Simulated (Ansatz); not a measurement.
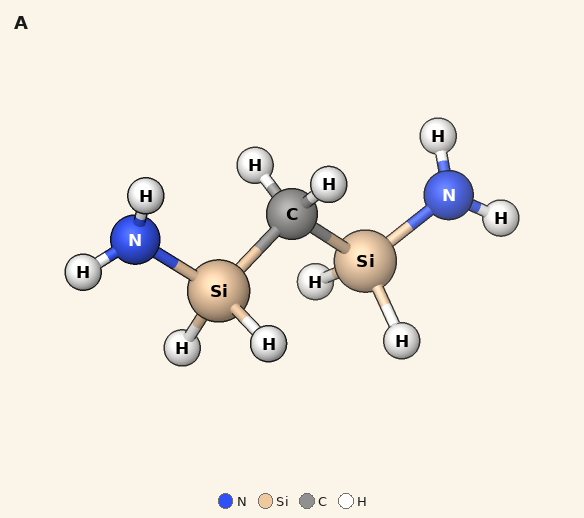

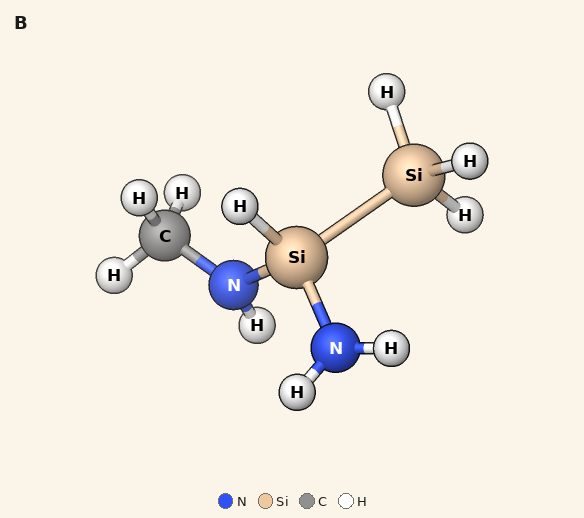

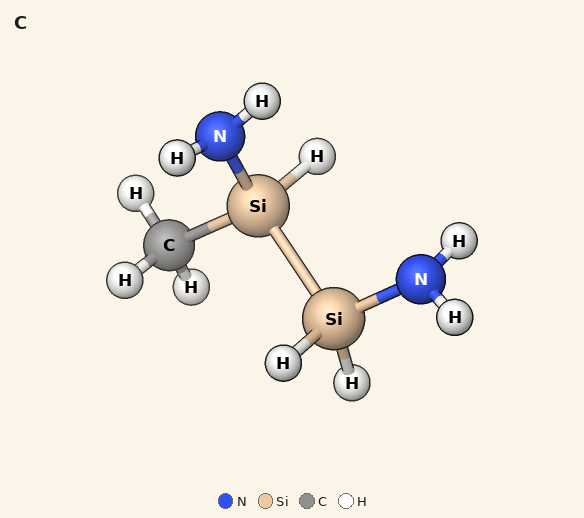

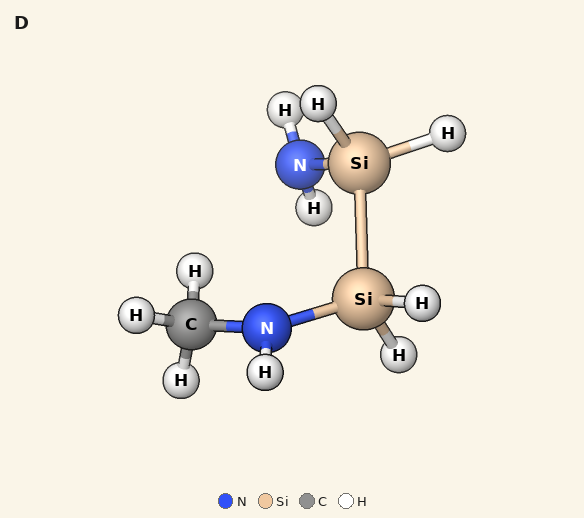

4 stationary structures of one formula. Geometries: PBE0-D4/def2-TZVP. Electronic energies: CCSD(T)/CBS (MP2 limit from def2-TZVPP and def2-QZVPP plus CCSD(T) − MP2) (Ansatz 0.2.0), without zero-point energy. No frequency run is at hand to confirm each as a minimum. Each is one conformer, not always the lowest.

How are they related?

Answer. They are constitutional isomers of CH10N2Si2: A `N[SiH2]C[SiH2]N`, B `CN[Si@@H](N)[SiH3]`, C `C[Si@@H](N)[SiH2]N`, D `CN[SiH2][SiH2]N`.

Which is lowest in energy, and by how much?

Answer. A is lowest; C lies 21.1 kJ/mol above it, B lies 81.7 kJ/mol above it, D lies 104.5 kJ/mol above it.
